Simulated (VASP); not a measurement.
Band structure of Ni3Si (space group Pm-3m). Level of theory: PBE GGA, VASP's PBE PAW potentials (set 64) (plane waves; VASP).

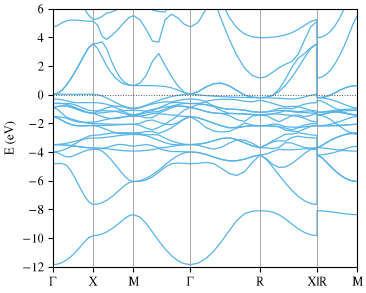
Figure: Bands along high-symmetry lines, zero at the valence-band maximum or, without a gap, the Fermi level

### Question
Read the plot: is there a gap, and where are the band edges?

### Answer
It has no gap at this level: it comes out as a metal or semimetal.

The structure is a typed Ni3Si crystal. The cell was not relaxed at this level. The run is not spin-polarised, so no magnetic state was tried.
